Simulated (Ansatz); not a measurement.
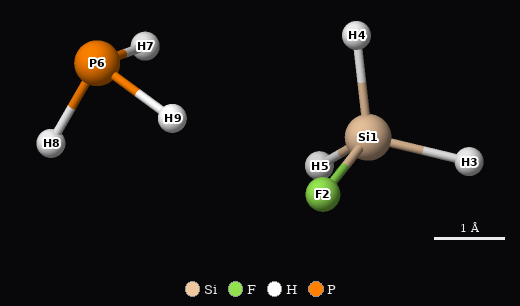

**Figure 1.** The starting structure (ball-and-stick view, seen at a tilt; atoms are numbered from 1 in the order of the input).

Nudged elastic band, with input and output: SiPH6F

- system: SiPH6F
- method: RKS PBE-D4/def2-SVP (Ansatz 0.2.0)

It belongs to a series of runs on one base structure; here: band between the two ends. Figures and captions count atoms from 1; the log counts them from 0 in places.

**Input file**
```yaml
crystal:
  periodic: [false, false, false]
  atoms:
    - { symbol: Si, position_ang: [0.465461, -0.067294, -0.200081] }
    - { symbol: F, position_ang: [0.527206, 0.104999, 1.433586] }
    - { symbol: H, position_ang: [1.863773, 0.049993, -0.73204] }
    - { symbol: H, position_ang: [-0.398056, 1.02258, -0.764838] }
    - { symbol: H, position_ang: [-0.103291, -1.417186, -0.524734] }
    - { symbol: P, position_ang: [-3.255681, 0.174135, 1.619608] }
    - { symbol: H, position_ang: [-2.981625, -0.347432, 0.302901] }
    - { symbol: H, position_ang: [-3.302433, -1.147867, 2.191553] }
    - { symbol: H, position_ang: [-1.853953, 0.31597, 1.918146] }
basis:
  gaussian: { orbitals: def2-SVP }
hamiltonian:
  xc: pbe
  dispersion: d4
neb:
  order_check: false
  images: 5
  f_tol: 0.03
  max_iterations: 60
  final_atoms:
    - { symbol: Si, position_ang: [-0.42578893, -0.42580619, -0.27043264] }
    - { symbol: F, position_ang: [0.0455621, 1.53947148, 2.15127332] }
    - { symbol: H, position_ang: [0.77996496, -0.88808279, 0.48982496] }
    - { symbol: H, position_ang: [-0.22819308, 0.95602148, -0.81641884] }
    - { symbol: H, position_ang: [-0.70072919, -1.37838985, -1.40292582] }
    - { symbol: P, position_ang: [-2.160631, -0.33545875, 1.21670207] }
    - { symbol: H, position_ang: [-3.20730865, -0.17345276, 0.24795589] }
    - { symbol: H, position_ang: [-2.33285335, -1.75280755, 1.36484836] }
    - { symbol: H, position_ang: [-0.80862186, 1.14640293, 2.26327369] }
  initial_path:
    images:
      - { positions_ang: [[0.465461, -0.067294, -0.200081], [0.527206, 0.104999, 1.433586], [1.863773, 0.049993, -0.73204], [-0.398056, 1.02258, -0.764838], [-0.103291, -1.417186, -0.524734], [-3.255681, 0.174135, 1.619608], [-2.981625, -0.347432, 0.302901], [-3.302433, -1.147867, 2.191553], [-1.853953, 0.31597, 1.918146]] }
      - { positions_ang: [[0.31241565, -0.04943091, -0.13081429], [0.34805263, 0.06975767, 1.60492563], [1.70490315, 0.02319967, -0.64355888], [-0.48719497, 1.07540894, -0.67397371], [-0.29847756, -1.34531283, -0.50865694], [-2.95500691, 0.12091779, 1.33620773], [-3.02835488, -0.52117258, 0.19040198], [-3.00802464, -0.89949333, 2.16940812], [-1.62691146, 0.21402359, 1.90016136]] }
      - { positions_ang: [[0.1593703, -0.03156781, -0.06154757], [0.16889925, 0.03451633, 1.77626525], [1.54603329, -0.00359367, -0.55507777], [-0.57633395, 1.12823788, -0.58310943], [-0.49366413, -1.27343967, -0.49257987], [-2.65433282, 0.06770059, 1.05280746], [-3.07508476, -0.69491317, 0.07790296], [-2.71361627, -0.65111966, 2.14726325], [-1.39986992, 0.11207717, 1.88217672]] }
      - { positions_ang: [[0.00632496, -0.01370472, 0.00771914], [-0.01025412, -0.000725, 1.94760488], [1.38716344, -0.030387, -0.46659665], [-0.66547292, 1.18106681, -0.49224514], [-0.68885069, -1.2015665, -0.47650281], [-2.35365873, 0.01448338, 0.76940719], [-3.12181464, -0.86865375, -0.03459606], [-2.41920791, -0.40274598, 2.12511837], [-1.17282838, 0.01013076, 1.86419207]] }
      - { positions_ang: [[-0.13771301, -0.15107187, -0.08499812], [0.00835129, 0.51267383, 2.01549436], [1.18476394, -0.3162856, -0.14778945], [-0.51971297, 1.1060517, -0.60030304], [-0.69281019, -1.26050762, -0.78531048], [-2.28931615, -0.102164, 0.91850549], [-3.15031265, -0.63692009, 0.05958792], [-2.39042306, -0.85276651, 1.87169504], [-1.0514262, 0.38888815, 1.99721928]] }
      - { positions_ang: [[-0.28175097, -0.28843903, -0.17771538], [0.02695669, 1.02607266, 2.08338384], [0.98236445, -0.60218419, 0.17101775], [-0.37395303, 1.03103659, -0.70836094], [-0.69676969, -1.31944874, -1.09411815], [-2.22497358, -0.21881137, 1.06760378], [-3.17881065, -0.40518642, 0.1537719], [-2.3616382, -1.30278703, 1.6182717], [-0.93002403, 0.76764554, 2.13024649]] }
      - { positions_ang: [[-0.42578893, -0.42580619, -0.27043264], [0.0455621, 1.53947148, 2.15127332], [0.77996496, -0.88808279, 0.48982496], [-0.22819308, 0.95602148, -0.81641884], [-0.70072919, -1.37838985, -1.40292582], [-2.160631, -0.33545875, 1.21670207], [-3.20730865, -0.17345276, 0.24795589], [-2.33285335, -1.75280755, 1.36484836], [-0.80862186, 1.14640293, 2.26327369]] }
```

Run as:
```bash
ansatz run input.yaml --threads 1 --pin off --max-ram 2048MiB --backend cpu --events-out ev --progress --plain --runs-dir out
```

**Log**
```
Engine: ansatz 0.2.0, aarch64-unknown-linux-gnu
Functional definition: PBE
  parameter kappa = 0.804
  parameter beta = 0.06672455060314922
  exchange = pbe_x(kappa = kappa, mu = beta*pi^2/3)
  correlation = pbe_c(beta = beta)
899 factors; their error is unknown
mean field evaluation 1: about -19960.7465 eV, gradient 3.1e1 eV
mean field evaluation 2: about -19957.1903 eV, gradient 5.9e1 eV
mean field evaluation 4: about -19962.6394 eV, gradient 1.3e0 eV
mean field evaluation 8: about -19962.6469 eV, gradient 9.5e-3 eV
mean field evaluation 16: about -19962.5990 eV, gradient 4.5e-5 eV
mean field -19962.59897119 eV, -733.6119810555 hartree, gradient 4.5e-5 eV, S^2 0.000000; 0 other end points of the search recorded, 0 dependent functions left out
the calculation of the forces begins
reference -19962.59900551 eV, -733.6119823170 hartree; 22, 22 occupied and 58, 58 virtual orbitals, 899 factors
899 factors; their error is unknown
mean field -19961.78549018 eV, -733.5820861801 hartree, gradient 5.0e-5 eV, S^2 0.000000; 0 other end points of the search recorded, 0 dependent functions left out
[... from here on the field's lines of each further geometry are left out, up to the last ...]
NEB iter   1: max|band force component| = 6.806e0 eV/Å  barrier→ = 4.4295 eV  barrier← = 3.6470 eV  Δτ_max = 0.2000 Å  (167 SCF iters)
NEB iter   2: max|band force component| = 2.757e0 eV/Å  barrier→ = 3.3053 eV  barrier← = 2.5228 eV  Δτ_max = 0.2000 Å  (149 SCF iters)
NEB iter   3: max|band force component| = 1.199e0 eV/Å  barrier→ = 2.6720 eV  barrier← = 1.8895 eV  Δτ_max = 0.2000 Å  (149 SCF iters)
NEB iter   4: max|band force component| = 1.029e0 eV/Å  barrier→ = 2.4685 eV  barrier← = 1.6860 eV  Δτ_max = 0.2000 Å  (145 SCF iters)
NEB iter   5: max|band force component| = 7.464e-1 eV/Å  barrier→ = 2.2224 eV  barrier← = 1.4400 eV  Δτ_max = 0.1930 Å  (140 SCF iters)
NEB iter   6: max|band force component| = 5.984e-1 eV/Å  barrier→ = 2.1865 eV  barrier← = 1.4040 eV  CI = image 3  Δτ_max = 0.2000 Å  (136 SCF iters)
NEB iter   7: max|band force component| = 6.685e-1 eV/Å  barrier→ = 2.3836 eV  barrier← = 1.6011 eV  CI = image 3  Δτ_max = 0.1401 Å  (136 SCF iters)
NEB iter   8: max|band force component| = 2.909e-1 eV/Å  barrier→ = 2.3527 eV  barrier← = 1.5702 eV  CI = image 3  Δτ_max = 0.0415 Å  (133 SCF iters)
NEB iter   9: max|band force component| = 1.151e-1 eV/Å  barrier→ = 2.3439 eV  barrier← = 1.5614 eV  CI = image 3  Δτ_max = 0.1109 Å  (134 SCF iters)
NEB iter  10: max|band force component| = 2.014e-1 eV/Å  barrier→ = 2.3294 eV  barrier← = 1.5470 eV  CI = image 3  Δτ_max = 0.0553 Å  (131 SCF iters)
NEB iter  11: max|band force component| = 2.205e-1 eV/Å  barrier→ = 2.3197 eV  barrier← = 1.5372 eV  CI = image 3  Δτ_max = 0.0276 Å  (131 SCF iters)
NEB iter  12: max|band force component| = 2.395e-1 eV/Å  barrier→ = 2.3132 eV  barrier← = 1.5308 eV  CI = image 3  Δτ_max = 0.0552 Å  (136 SCF iters)
NEB iter  13: max|band force component| = 2.600e-1 eV/Å  barrier→ = 2.2992 eV  barrier← = 1.5168 eV  CI = image 3  Δτ_max = 0.1104 Å  (132 SCF iters)
NEB iter  14: max|band force component| = 2.918e-1 eV/Å  barrier→ = 2.2669 eV  barrier← = 1.4844 eV  CI = image 3  Δτ_max = 0.1976 Å  (132 SCF iters)
NEB iter  15: max|band force component| = 3.340e-1 eV/Å  barrier→ = 2.2063 eV  barrier← = 1.4238 eV  CI = image 3  Δτ_max = 0.1994 Å  (132 SCF iters)
NEB iter  16: max|band force component| = 3.022e-1 eV/Å  barrier→ = 2.1528 eV  barrier← = 1.3703 eV  CI = image 3  Δτ_max = 0.1976 Å  (132 SCF iters)
NEB iter  17: max|band force component| = 2.119e-1 eV/Å  barrier→ = 2.1199 eV  barrier← = 1.3375 eV  CI = image 3  Δτ_max = 0.1910 Å  (131 SCF iters)
NEB iter  18: max|band force component| = 2.600e-1 eV/Å  barrier→ = 2.1043 eV  barrier← = 1.3218 eV  CI = image 3  Δτ_max = 0.0865 Å  (141 SCF iters)
NEB iter  19: max|band force component| = 1.988e-1 eV/Å  barrier→ = 2.1054 eV  barrier← = 1.3229 eV  CI = image 3  Δτ_max = 0.0770 Å  (132 SCF iters)
NEB iter  20: max|band force component| = 1.214e-1 eV/Å  barrier→ = 2.0950 eV  barrier← = 1.3125 eV  CI = image 3  Δτ_max = 0.0730 Å  (133 SCF iters)
NEB iter  21: max|band force component| = 1.434e-1 eV/Å  barrier→ = 2.0897 eV  barrier← = 1.3072 eV  CI = image 3  Δτ_max = 0.0366 Å  (135 SCF iters)
NEB iter  22: max|band force component| = 1.019e-1 eV/Å  barrier→ = 2.0860 eV  barrier← = 1.3036 eV  CI = image 3  Δτ_max = 0.0367 Å  (135 SCF iters)
NEB iter  23: max|band force component| = 6.846e-2 eV/Å  barrier→ = 2.0827 eV  barrier← = 1.3002 eV  CI = image 3  Δτ_max = 0.0367 Å  (134 SCF iters)
NEB iter  24: max|band force component| = 4.817e-2 eV/Å  barrier→ = 2.0805 eV  barrier← = 1.2980 eV  CI = image 3  Δτ_max = 0.0366 Å  (135 SCF iters)
NEB iter  25: max|band force component| = 4.293e-2 eV/Å  barrier→ = 2.0791 eV  barrier← = 1.2966 eV  CI = image 3  Δτ_max = 0.0368 Å  (134 SCF iters)
NEB iter  26: max|band force component| = 3.013e-2 eV/Å  barrier→ = 2.0777 eV  barrier← = 1.2952 eV  CI = image 3  Δτ_max = 0.0367 Å  (134 SCF iters)
NEB iter  27: max|band force component| = 2.930e-2 eV/Å  barrier→ = 2.0771 eV  barrier← = 1.2946 eV  CI = image 3  Δτ_max = 0.0230 Å  (135 SCF iters)
NEB iter  28: max|band force component| = 4.297e-2 eV/Å  barrier→ = 2.0768 eV  barrier← = 1.2943 eV  CI = image 3  Δτ_max = 0.0239 Å  (28 SCF iters)
the calculation of the forces begins
reference -19961.68422104 eV, -733.5783646077 hartree; 22, 22 occupied and 58, 58 virtual orbitals, 899 factors
899 factors; their error is unknown
mean field evaluation 1152: about -19958.9791 eV, gradient 2.7e1 eV
mean field -19960.48231185 eV, -733.5341952595 hartree, gradient 1.1e-5 eV, S^2 0.000000; 1 other end points of the search recorded, 0 dependent functions left out
the calculation of the forces begins
reference -19960.48234211 eV, -733.5341963716 hartree; 22, 22 occupied and 58, 58 virtual orbitals, 899 factors
NEB iter  29: max|band force component| = 2.423e-2 eV/Å  barrier→ = 2.0767 eV  barrier← = 1.2942 eV  CI = image 3  Δτ_max = 0.0000 Å  (264 SCF iters)
```

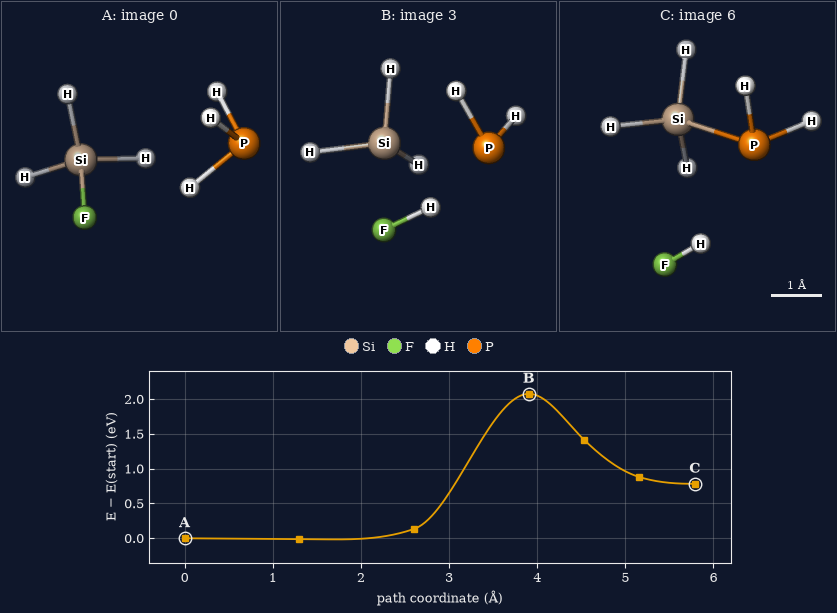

**Figure 2.** Images of the last band (counted from 0; ball-and-stick, seen at an oblique angle) above the energy along the path; the line is a cubic interpolation that uses the forces. The highest image is number 3, 2.077 eV above the start and 1.294 eV above the end (the climbing image); the end lies 0.782 eV above the start. The path is 5.79 Å long. The band converged in 29 iterations.

```
Total energy: -19960.64873549 eV, -733.5403112156 hartree
Atom 0 at    -0.222108    -0.170014     0.030840 Å, force     0.003407     0.012661    -0.001107 eV/Å
Atom 1 at     0.103613     0.835940     1.681056 Å, force     0.010981    -0.000271     0.000345 eV/Å
Atom 2 at     1.237130    -0.523412     0.126360 Å, force    -0.000064    -0.000015     0.001984 eV/Å
Atom 3 at    -0.475753     1.006421    -0.859280 Å, force     0.001531     0.000078    -0.001510 eV/Å
Atom 4 at    -0.798422    -1.399896    -0.633348 Å, force    -0.007552    -0.001795     0.003205 eV/Å
Atom 5 at    -2.527934    -0.145709     1.501500 Å, force     0.008386    -0.009008     0.004389 eV/Å
Atom 6 at    -2.981645     0.057736     0.158833 Å, force     0.006209    -0.000020    -0.001519 eV/Å
Atom 7 at    -2.370833    -1.566778     1.431164 Å, force    -0.007160     0.000911     0.002352 eV/Å
Atom 8 at    -1.002646     0.593609     1.806975 Å, force    -0.015740    -0.002541    -0.008139 eV/Å
Dipole moment:    -0.092325    -0.110351    -0.110157 e Å
this run last wrote the band of iteration 29 to [file]; this run last wrote the band within `neb.f_tol` of iteration 27 to [file]
```

**The last band as extended XYZ (Å, eV, eV/Å)**
```
9
Properties=species:S:1:pos:R:3:forces:R:3 image=0 energy=-19962.72540
Si    0.4655   -0.0673   -0.2001    0.0013   0.0000  -0.0008
F     0.5272    0.1050    1.4336    0.0004   0.0023   0.0008
H     1.8638    0.0500   -0.7320   -0.0014  -0.0018   0.0005
H    -0.3981    1.0226   -0.7648   -0.0007  -0.0023  -0.0010
H    -0.1033   -1.4172   -0.5247   -0.0010  -0.0003   0.0015
P    -3.2557    0.1741    1.6196   -0.0005  -0.0010   0.0012
H    -2.9816   -0.3474    0.3029   -0.0008   0.0045   0.0001
H    -3.3024   -1.1479    2.1916    0.0045  -0.0027  -0.0044
H    -1.8540    0.3160    1.9181   -0.0018   0.0013   0.0022
9
Properties=species:S:1:pos:R:3:forces:R:3 image=1 energy=-19962.73556
Si    0.4342   -0.1399   -0.1232   -0.0018  -0.0017  -0.0002
F     0.4764    0.4495    1.4108   -0.0007   0.0035   0.0012
H     1.8194   -0.0444   -0.6932   -0.0028  -0.0028   0.0039
H    -0.5167    0.6891   -0.9354    0.0002   0.0002  -0.0008
H    -0.0120   -1.5718   -0.0790   -0.0051   0.0010  -0.0005
P    -3.2618    0.0099    1.7611    0.0022  -0.0020   0.0012
H    -3.1355    0.3462    0.3649    0.0002   0.0016  -0.0003
H    -2.9604   -1.3776    1.5134    0.0073  -0.0015  -0.0036
H    -1.8822    0.3269    2.0246    0.0006   0.0018  -0.0010
9
Properties=species:S:1:pos:R:3:forces:R:3 image=2 energy=-19962.59084
Si    0.1889   -0.0814   -0.0521    0.1792   0.0379  -0.0502
F     0.2543    0.5752    1.4637    0.0849  -0.1343  -0.0700
H     1.6039   -0.4621   -0.3267    0.1584   0.0256  -0.2077
H    -0.3446    0.9694   -0.9790    0.0624   0.0032  -0.0363
H    -0.6583   -1.3160   -0.1668    0.0522   0.0551   0.1793
P    -2.9901   -0.1159    1.6656   -0.2083   0.0047   0.0775
H    -2.9697    0.0669    0.2343    0.0036   0.0247   0.0403
H    -2.4295   -1.4405    1.5585   -0.0350   0.0499   0.0345
H    -1.6934    0.4923    1.8468   -0.2974  -0.0668   0.0326
9
Properties=species:S:1:pos:R:3:forces:R:3 image=3 energy=-19960.64870
Si   -0.2221   -0.1700    0.0308    0.0034   0.0127  -0.0011
F     0.1036    0.8359    1.6811    0.0110  -0.0003   0.0003
H     1.2371   -0.5234    0.1264   -0.0001   0.0000   0.0020
H    -0.4758    1.0064   -0.8593    0.0015   0.0001  -0.0015
H    -0.7984   -1.3999   -0.6333   -0.0076  -0.0018   0.0032
P    -2.5279   -0.1457    1.5015    0.0084  -0.0090   0.0044
H    -2.9816    0.0577    0.1588    0.0062   0.0000  -0.0015
H    -2.3708   -1.5668    1.4312   -0.0072   0.0009   0.0024
H    -1.0026    0.5936    1.8070   -0.0157  -0.0025  -0.0081
9
Properties=species:S:1:pos:R:3:forces:R:3 image=4 energy=-19961.31026
Si   -0.3547   -0.2400   -0.0529   -0.2825  -0.2430  -0.1882
F     0.0975    1.0048    1.9232    0.0286   0.3867   0.3935
H     1.1010   -0.4985    0.2552   -0.2993  -0.0730   0.2379
H    -0.4900    1.0471   -0.8157   -0.0179  -0.0526  -0.0118
H    -0.7581   -1.3987   -0.9071    0.0136  -0.1050  -0.4593
P    -2.3262   -0.2630    1.3407    0.4240  -0.0856  -0.2887
H    -3.0585   -0.0075    0.1396   -0.1595  -0.0856  -0.0119
H    -2.4135   -1.6867    1.3458   -0.1178  -0.1282  -0.0362
H    -0.8362    0.7305    2.0154    0.4106   0.3862   0.3646
9
Properties=species:S:1:pos:R:3:forces:R:3 image=5 energy=-19961.84574
Si   -0.4066   -0.3333   -0.1893   -0.0442  -0.0822  -0.1078
F     0.0900    1.2595    2.1125    0.0275   0.1617   0.1205
H     0.9347   -0.5700    0.4339   -0.1254  -0.0748   0.0998
H    -0.4525    1.0142   -0.8488    0.0178  -0.0289  -0.0241
H    -0.6606   -1.4165   -1.1942    0.0335  -0.0147  -0.2051
P    -2.2076   -0.3369    1.2454    0.0917  -0.0279  -0.0533
H    -3.1294   -0.0856    0.1733   -0.0541  -0.0278   0.0527
H    -2.4148   -1.7542    1.3018   -0.0051  -0.0325  -0.0184
H    -0.7917    0.9106    2.2096    0.0583   0.1272   0.1358
9
Properties=species:S:1:pos:R:3:forces:R:3 image=6 energy=-19961.94293
Si   -0.4258   -0.4258   -0.2704   -0.0042  -0.0067   0.0129
F     0.0456    1.5395    2.1513    0.0237   0.0121  -0.0009
H     0.7800   -0.8881    0.4898    0.0097   0.0023  -0.0060
H    -0.2282    0.9560   -0.8164   -0.0014  -0.0027   0.0049
H    -0.7007   -1.3784   -1.4029   -0.0009   0.0011  -0.0004
P    -2.1606   -0.3355    1.2167    0.0104   0.0173  -0.0015
H    -3.2073   -0.1735    0.2480   -0.0186   0.0036  -0.0104
H    -2.3329   -1.7528    1.3648    0.0004  -0.0191   0.0000
H    -0.8086    1.1464    2.2633   -0.0191  -0.0079   0.0015
```

**Key numbers**

```tsv
quantity	value
outcome	converged
barrier, forward	2.077 eV
barrier, backward	1.294 eV
hardware	1 thread of Arm Neoverse V2, 24 GiB of memory available, shared host
wall time	4.5 min
peak memory	0.14 GiB
```

**Notes**

The order of the saddle point was not checked.
